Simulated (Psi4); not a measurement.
# AlClF2 (SMILES [F][Al]([F])[Cl]): CCSD(T)/def2-SVPD

What is the energy change on altering one bond length of AlClF2 at CCSD(T)/def2-SVPD? 

The calculation is run with Psi4 1.11.

2 further runs of the same task are left out: 2 set aside as unsound or not needed.

### Step 1. The structure to begin with

AlClF2 has 4 atoms, charge 0, and is taken as a singlet. As SMILES, `[F][Al]([F])[Cl]`. The coordinates come from a PBE0-D4/def2-TZVP relaxation.

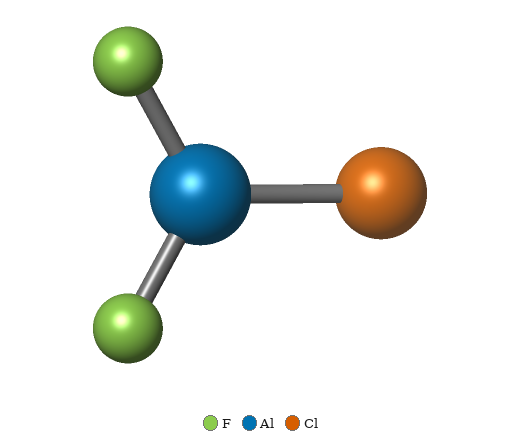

The structure, seen from a chosen angle (fluorine green, aluminium blue, chlorine orange).

### Step 2. A single-point energy at CCSD(T)/def2-SVPD

The input, calc.py:

```python
import psi4

psi4.set_memory('2200 MB')
psi4.set_num_threads(1)
psi4.set_output_file('output.dat', False)

m = psi4.geometry("""
0 1
F      1.88443489     1.36392873     2.17250474
Al     0.13092023    -0.09590360     0.10123263
F      0.51682120    -3.12526686    -0.31116230
Cl    -2.53219521     1.85724173    -1.96259396
units au
symmetry c1
no_reorient
no_com
""")

psi4.set_options({
    'basis': 'def2-SVPD',
    'puream': True,
    'e_convergence': 1e-09,
    'd_convergence': 1e-08,
    'scf_type': 'pk',
    'num_frozen_docc': 12,
})

E = psi4.energy("ccsd(t)", molecule=m)
print('E =', round(E, 9))
```

Command:

```console
python calc.py
```

output.dat:

```text
[...]
  Running in c1 symmetry.
[...]
  Nuclear repulsion =  198.347935375407332
[...]
  Multiplicity = 1
[...]
  Nalpha       = 24
  Nbeta        = 24
[...]
    Number of basis functions: 97
[...]
   @RHF iter   1:  -900.06804283853160   -9.71648e-01   5.36235e-03 DIIS/ADIIS
[...]
   @RHF iter  10:  -900.16419481266780   -1.81899e-11   6.11720e-09 DIIS
[...]
    Orbital Energies [Eh]
    ---------------------
    Doubly Occupied:
       1A   -104.820426     2A    -58.562098     3A    -26.290404
       4A    -26.290402     5A    -10.582516     6A     -8.056871
       7A     -8.054942     8A     -8.054708     9A     -4.987156
      10A     -3.308050    11A     -3.306799    12A     -3.306276
      13A     -1.556160    14A     -1.546960    15A     -1.110213
      16A     -0.729940    17A     -0.695153    18A     -0.673715
      19A     -0.667427    20A     -0.654113    21A     -0.648912
      22A     -0.564713    23A     -0.500412    24A     -0.495777
[...]
  @RHF Final Energy:  -900.16419481266780
   => Energetics <=
    Nuclear Repulsion Energy =            198.3479353754073315
    One-Electron Energy =               -1646.0959807048727725
    Two-Electron Energy =                 547.5838505167976109
    Total Energy =                       -900.1641948126678017
[...]
 Multipole Moments:
 ------------------------------------------------------------------------------------
     Multipole            Electronic (a.u.)      Nuclear  (a.u.)        Total (a.u.)
 ------------------------------------------------------------------------------------
 L = 1.  Multiply by 2.5417464519 to convert [e a0] to [Debye]
 Dipole X            :         19.6029486          -19.7340508           -0.1311022
 Dipole Y            :        -14.3779025           14.4743194            0.0964170
 Dipole Z            :         15.1938784          -15.2959912           -0.1021127
 Magnitude           :                                                    0.1921224
[...]
      * MP2 total energy                      = -900.758563165216970
[...]
      * CCSD total energy                     = -900.772916863767932
[...]
      * CCSD(T) total energy                  = -900.786052397265848
```

On the terminal:

```text
E = -900.786052397
```

Wall time 2.7 min (1 thread of Intel Xeon at 2.50GHz (Skylake/Cascade Lake), shared host); peak memory 0.71 GiB.

### Step 3. The distorted shape, same level

The input, alclf2.xyz:

```xyz
4
AlClF2
F      1.136386     0.837635     1.314049
Al     0.069280    -0.050750     0.053570
F      0.273490    -1.653820    -0.164660
Cl    -1.339980     0.982810    -1.038560
```

The input, run_ase.py:

```python
import numpy as np
from ase.calculators.psi4 import Psi4
from ase.io import read

atoms = read('alclf2.xyz')
calc = Psi4(atoms=atoms, method='ccsd(t)', basis='def2-SVPD', memory='2200MB', num_threads=1, charge=0, multiplicity=1, label='psi4-calc')
calc.psi4.set_options({'puream': True, 'e_convergence': 1e-09, 'd_convergence': 1e-08, 'scf_type': 'pk', 'num_frozen_docc': 12})
atoms.calc = calc

print(f'energy: {atoms.get_potential_energy():.6f} eV')
```

Command:

```console
python run_ase.py
```

psi4-calc.dat:

```text
[...]
  Running in c1 symmetry.
[...]
  Nuclear repulsion =  190.796850735955047
[...]
  Multiplicity = 1
[...]
  Nalpha       = 24
  Nbeta        = 24
[...]
    Number of basis functions: 97
[...]
   @RHF iter   1:  -900.03286519677840   -1.08114e+00   5.50796e-03 ADIIS/DIIS
[...]
   @RHF iter  11:  -900.14027698756820   -1.93268e-11   5.91898e-09 DIIS
[...]
    Orbital Energies [Eh]
    ---------------------
    Doubly Occupied:
       1A   -104.832523     2A    -58.598398     3A    -26.303249
       4A    -26.261746     5A    -10.594375     6A     -8.068748
       7A     -8.066725     8A     -8.066484     9A     -5.015079
      10A     -3.337135    11A     -3.335464    12A     -3.332704
      13A     -1.563600    14A     -1.489297    15A     -1.120974
      16A     -0.727398    17A     -0.676729    18A     -0.672707
      19A     -0.644576    20A     -0.611333    21A     -0.610798
      22A     -0.573382    23A     -0.510537    24A     -0.505796
[...]
  @RHF Final Energy:  -900.14027698756820
   => Energetics <=
    Nuclear Repulsion Energy =            190.7968507359550472
    One-Electron Energy =               -1630.8347423559484923
    Two-Electron Energy =                 539.8976146324251886
    Total Energy =                       -900.1402769875681997
[...]
 Multipole Moments:
 ------------------------------------------------------------------------------------
     Multipole            Electronic (a.u.)      Nuclear  (a.u.)        Total (a.u.)
 ------------------------------------------------------------------------------------
 L = 1.  Multiply by 2.5417464519 to convert [e a0] to [Debye]
 Dipole X            :          0.4421633           -0.8468487           -0.4046853
 Dipole Y            :         -0.6462203            0.5700488           -0.0761715
 Dipole Z            :          0.2586957           -0.6696468           -0.4109511
 Magnitude           :                                                    0.5817672
[...]
      * MP2 total energy                      = -900.742692733289005
[...]
      * CCSD total energy                     = -900.755485660016234
[...]
      * CCSD(T) total energy                  = -900.769653869431181
```

The script printed:

```text
energy: -24511.190770 eV
```

Run time: 3.1 min. Hardware: 1 thread of Intel Xeon at 2.50GHz (Skylake/Cascade Lake), shared host; peak memory 0.72 GiB.

### Step 4. What came out

At CCSD(T)/def2-SVPD, 12 core orbitals frozen:

```
                                                          quantity          value
                                         first shape: total energy  -900.78605 Eh
                  first shape: HOMO energy (Hartree–Fock orbitals)      -13.49 eV
                  first shape: LUMO energy (Hartree–Fock orbitals)        0.69 eV
                first shape: HOMO–LUMO gap (Hartree–Fock orbitals)       14.18 eV
         first shape: correlation energy (12 core orbitals frozen)     -621.9 mEh
                                       first shape: (T) correction     -13.14 mEh
                                        first shape: T1 diagnostic          0.014
                                     distorted shape: total energy  -900.76965 Eh
              distorted shape: HOMO energy (Hartree–Fock orbitals)      -13.76 eV
              distorted shape: LUMO energy (Hartree–Fock orbitals)        0.48 eV
            distorted shape: HOMO–LUMO gap (Hartree–Fock orbitals)       14.24 eV
     distorted shape: correlation energy (12 core orbitals frozen)     -629.4 mEh
                                   distorted shape: (T) correction     -14.17 mEh
                                    distorted shape: T1 diagnostic          0.015
energy change with the F1–Al2 bond stretched from 1.631 to 1.875 Å       0.446 eV
```

With the F1–Al2 bond stretched from 1.631 to 1.875 Å the energy rises by 0.45 eV (10.3 kcal/mol). The first shape isn't relaxed at this level, so the change isn't measured from a minimum. The triples (first shape) make up 2.1 % of the correlation energy. The triples (distorted shape) make up 2.3 % of the correlation energy.
